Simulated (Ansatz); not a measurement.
These are PBE (plane waves to 420 eV, PAW; Ansatz, an electronic-structure program) values and carry that method's errors.

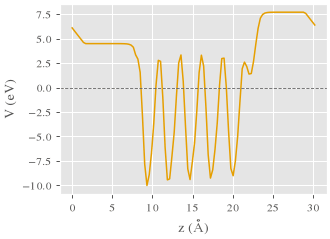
Figure. Electrostatic potential energy of an electron, averaged over planes parallel to the surface, in eV from the highest filled level, for the (0001) surface of wurtzite ZnO (in the relaxation 2 Cl–Zn bonds formed; like top atoms buckled by 0.5 Å), Zn-terminated, 2x2 with 2 Cl on 4 top atoms (bottom of the slab: 2 H on 4 bottom sites)

Slab: 44 atoms, 14.5 Å thick at the start with caps and adatoms; k 4x4x1, smearing 0.025 eV, dipole-corrected; 8 atoms held, the rest relaxed; no symmetry held; no spin, no spin-orbit, no U. It is one candidate, not shown to be the stable structure of the face.

Question: The surface cell has an area of 37.26 Å². What dipole along the normal does the step between the two vacuum levels imply?

Answer: the top vacuum level lies 3.21 eV above the bottom one; p = −ε₀ A ΔV (ε₀ = 0.005526 e/(V·Å)) gives -0.66 e·Å a cell.
